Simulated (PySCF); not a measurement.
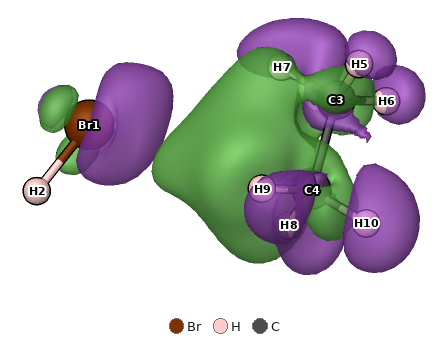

*C2H7Br, SMILES `Br.CC`. Density of the complex less the densities of the two fragments at the same geometry, ±0.0003 e/Å³ (purple: gain, green: loss). Fragment A: HBr (atoms 1–2); fragment B: H6C2.*

Method: B3LYP/def2-SVPD; geometry: GFN2-xTB; program: PySCF. GFN2-xTB bond lengths at metals and heavier atoms can be off by up to 0.1 Å and shapes distorted, which carries into these values.

Input script:

```python
import numpy as np
from pyscf import gto, scf, dft
from pyscf.scf import atom_ks, atom_hf
from scipy.linalg import block_diag
from pyscf.dispersion import dftd3

def solve(mol, dm0=None, hcore=None):
    mf = (dft.UKS if mol.spin else dft.RKS)(mol, xc='b3lyp')
    mf.grids.level = 3
    mf = mf.density_fit(auxbasis='def2-universal-jkfit')
    mf.conv_tol, mf.max_cycle = 1e-8, 80
    if hcore is not None:
        mf.get_hcore = lambda *args: hcore
    mf.kernel(dm0)
    if not mf.converged:
        mf = mf.newton().run(mf.mo_coeff, mf.mo_occ, max_cycle=30)
    assert mf.converged, 'SCF not converged'
    return mf

mol = gto.M(atom='''
Br    -1.31753     0.04593    -0.00798
H     -1.85799    -1.22015     0.25164
C      2.72314     0.73656     0.02267
C      2.60750    -0.77959    -0.01948
H      3.33382     1.05105     0.86608
H      3.18103     1.11089    -0.89012
H      1.74008     1.19034     0.12271
H      1.99145    -1.09073    -0.86011
H      2.15285    -1.15293     0.89558
H      3.58849    -1.23778    -0.12558
''', basis='def2-svpd', charge=0, spin=0, verbose=4)
mol_a = gto.M(atom='''
Br    -1.31753     0.04593    -0.00798
H     -1.85799    -1.22015     0.25164
ghost-C      2.72314     0.73656     0.02267
ghost-C      2.60750    -0.77959    -0.01948
ghost-H      3.33382     1.05105     0.86608
ghost-H      3.18103     1.11089    -0.89012
ghost-H      1.74008     1.19034     0.12271
ghost-H      1.99145    -1.09073    -0.86011
ghost-H      2.15285    -1.15293     0.89558
ghost-H      3.58849    -1.23778    -0.12558
''', basis='def2-svpd', charge=0, spin=0, verbose=4)
mol_b = gto.M(atom='''
ghost-Br    -1.31753     0.04593    -0.00798
ghost-H     -1.85799    -1.22015     0.25164
C      2.72314     0.73656     0.02267
C      2.60750    -0.77959    -0.01948
H      3.33382     1.05105     0.86608
H      3.18103     1.11089    -0.89012
H      1.74008     1.19034     0.12271
H      1.99145    -1.09073    -0.86011
H      2.15285    -1.15293     0.89558
H      3.58849    -1.23778    -0.12558
''', basis='def2-svpd', charge=0, spin=0, verbose=4)
ab, a, b = solve(mol), solve(mol_a), solve(mol_b)
e_int = ab.e_tot - a.e_tot - b.e_tot
print('counterpoise-corrected interaction energy / kcal/mol', e_int * 627.5095)
def disp(atoms, charge):
    m = gto.M(atom=atoms, charge=charge, basis='sto-3g', spin=None, unit='Bohr', verbose=0)
    return dftd3.DFTD3Dispersion(m, xc='b3lyp', version='d3bj').get_dispersion()['energy']
e_disp = disp(mol._atom, mol.charge) - disp(mol._atom[:2], mol_a.charge) - disp(mol._atom[2:], mol_b.charge)
print('D3(BJ) part / kcal/mol', e_disp * 627.5095)
# spherically averaged free atoms, for the promolecule
atm = atom_ks.get_atm_nrks(mol, xc='b3lyp')
pro = block_diag(*[(atm[a[0]][2] * atm[a[0]][3]) @ atm[a[0]][2].T for a in mol._atom])
np.savez('result.npz', e_int=e_int, e_disp=e_disp, dm_a=a.make_rdm1(), dm_b=b.make_rdm1(), c=ab.mo_coeff, occ=ab.mo_occ, eps=ab.mo_energy, pro=pro, d=[f.dip_moment(verbose=0) for f in (ab, a, b)])
```

Run with:

```sh
OMP_NUM_THREADS=1 python input.py
```

The run took 34 s on 1 thread of Arm Neoverse V1, with other jobs on the host, peak memory 0.61 GiB.

Partitions, critical points and surface values were worked out afterwards from this run's density.

**Which way does charge flow?**

Hirshfeld charges show almost no net transfer (under 0.005 e). 0.01 e is displaced in all, which induces a dipole of 0.04 D.

**What is the interaction energy, and which contacts carry it?**

The counterpoise-corrected interaction energy of the frozen fragments is +0.5 kcal/mol without dispersion correction and −0.8 kcal/mol with D3(BJ). The pair geometry is semi-empirical, not a minimum at this level. Contacts: Br1···H7, 3.27 Å, ρ = 0.004 a.u.; Br1···H8, 3.60 Å, ρ = 0.003 a.u. The pose is a local one from a semi-empirical search, not shown to be the most stable.
